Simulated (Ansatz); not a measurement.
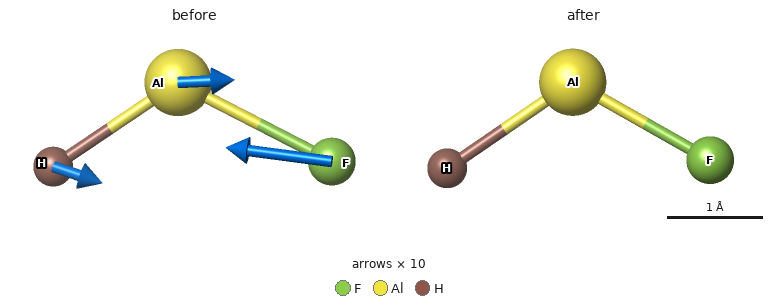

The structure of AlHF (multiplicity 2) before (left) and after (right) a relaxation, at one scale. The blue arrows give the displacements, 10 times their true length.

A ball-and-stick model, seen face on.

The run prepares the start of a later molecular dynamics calculation, from a guessed geometry.

Level of theory: UKS PBE0-D4/def2-SVP (Ansatz). (collinear spin; force threshold 0.02 eV/Å; at most 40 steps)

Q: What changed between the two?

A: The largest move after the best rigid fit is that of the F atom, 0.11 Å. By element the largest moves are F 0.11 Å, Al 0.06 Å, H 0.06 Å. Among the contacts that change: Al–F 1.831 → 1.672 Å, Al–H 1.596 → 1.614 Å. Among the angles between lasting bonds that change: F–Al–H 119.2° → 116.4°. After 4 geometry steps the energy has fallen by 27.9 kJ/mol. Largest force component: 2.4 eV/Å at the start, 0.0089 eV/Å at the end. Cost: 4.9 s on 1 thread of Arm Neoverse V2 (shared host), peak memory 0.11 GiB.
